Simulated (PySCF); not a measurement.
H3N, SMILES `N`.

Computed with PySCF, B3LYP/aug-cc-pVDZ, geometry: GFN2-xTB. No frequency check shows the geometry to be a minimum.

Geometry (Å), atoms numbered from 1:

```
N1       0.0000   -0.0000    0.1100
H2       0.8717   -0.3620   -0.2568
H3      -0.7495   -0.5738   -0.2567
H4      -0.1223    0.9360   -0.2567
```

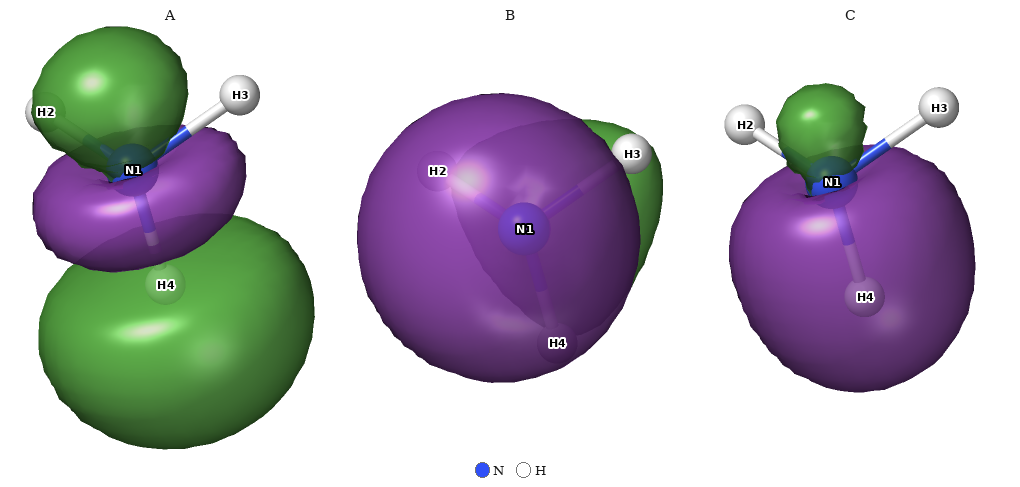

Intrinsic bond orbitals (IBO), occupied and valence-virtual; each surface holds about 85 % of the orbital's density. Energies are diagonal elements of the Fock matrix.

**What does each orbital represent in a Lewis picture?**

By panel:
- A: σ* orbital H4–N1, mostly on H4 (H4 63 %, N1 37 %; 8.0 eV)
- B: lone pair on N1 (sp4-type) (N1 100 %; −8.1 eV)
- C: σ bond N1–H4 (N1 63 %, H4 37 %; −16.1 eV)

**Which has the smallest and which the largest spatial spread?**

Smallest: C (0.76 Å); largest: A (1.01 Å).
